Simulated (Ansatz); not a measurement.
## Sc: response to strain

Base system: Sc in the hcp (Mg type) structure (space group P6_3/mmc, No. 194; a = 3.318 Å, c = 5.186 Å; relaxed with 0.1 eV smearing). Axes: x lies along a and z along c of the hexagonal cell.

Strains are applied to the cell and any free atomic positions relax.

Level of theory: PBE (Ansatz, a program for electronic structure; PAW; 420 eV plane waves; no spin-orbit coupling).

Notes on the quantities. energy relative to the base: free energy F.

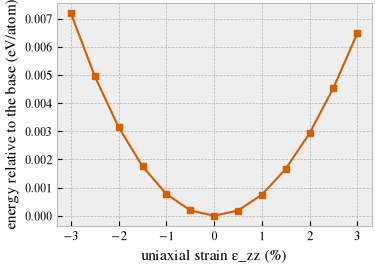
Figure. Energy relative to the base against uniaxial strain ε_zz

Problem. From the plot, what is the energy relative to the base for uniaxial strain ε_zz = +1.00 %?

Solution. About 0.0007 eV/atom.

Problem. Is the trend monotonic over the range shown?

Solution. No, it turns within the range, spanning 0 meV/atom to +7.2 meV/atom.

Stability against distortions was not tested. The final runs are not spin-polarised.
